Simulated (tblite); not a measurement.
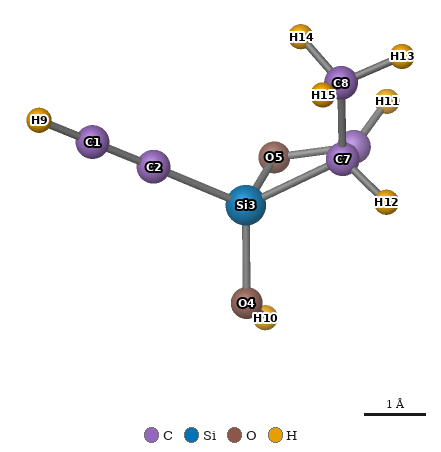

This is the input geometry for a relaxation of C₅H₇O₂Si (multiplicity 2). The picture is a ball-and-stick view, seen from a free direction.

Method: GFN2-xTB geometry optimisation, gas phase in tblite.

```xyz
15

C     3.1845   -0.3761    0.1870
C     2.0877    0.1471    0.2328
Si    0.4310    0.9373    0.3301
O     0.3351    2.2660    1.3174
O    -0.2487    1.3240   -1.1360
C    -1.4853    0.7355   -0.8622
C    -1.0669   -0.1454    0.2491
C    -0.8807   -1.5967   -0.1321
H     4.1442   -0.8303    0.1400
H    -0.1190    3.0205    0.9368
H    -2.1015    0.5316   -1.7238
H    -1.7326   -0.0472    1.1212
H    -1.8639   -2.0688   -0.3193
H    -0.2714   -1.7324   -1.0401
H    -0.4168   -2.1572    0.6771
```

Question: Predict the outcome.

Answer: The largest move after the best rigid fit is that of H11, 0.68 Å. By element the largest moves are H 0.68 Å, C 0.31 Å, O 0.27 Å, Si 0.13 Å. Among the contacts that change: Si3–C7 1.850 → 1.929 Å, Si3–O4 1.658 → 1.620 Å, Si3–O5 1.662 → 1.681 Å, C8–H13 1.107 → 1.089 Å. Among the angles between lasting bonds that change: O4–Si3–C7 116.6° → 126.1°, C2–Si3–O4 115.3° → 107.1°, O4–Si3–O5 108.4° → 114.3°. Groups turn about Si3–O4 by about 25°. The energy falls by 0.348 eV in 80 geometry steps.

Final geometry:

```xyz
15

C     3.0535   -0.3196   -0.0616
C     2.0140    0.2525    0.1243
Si    0.3682    1.0553    0.3435
O     0.5479    2.2134    1.4624
O    -0.3368    1.5800   -1.0898
C    -1.3391    0.6137   -1.1098
C    -1.1419   -0.1324    0.1705
C    -0.9209   -1.6333    0.0338
H     3.9739   -0.8054   -0.2134
H    -0.0642    2.9442    1.5131
H    -1.6038    0.2170   -2.0724
H    -1.9617    0.0427    0.8754
H    -1.8231   -2.1203   -0.3334
H    -0.1101   -1.8351   -0.6627
H    -0.6604   -2.0648    0.9980
```

The end point in the same view:

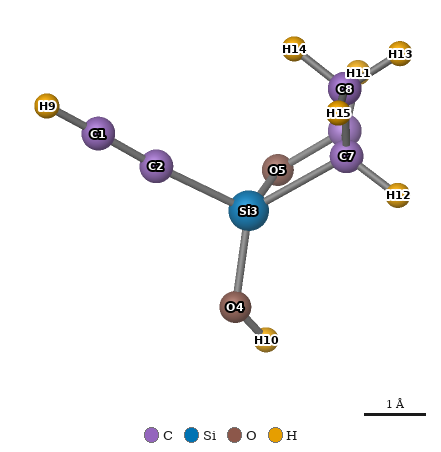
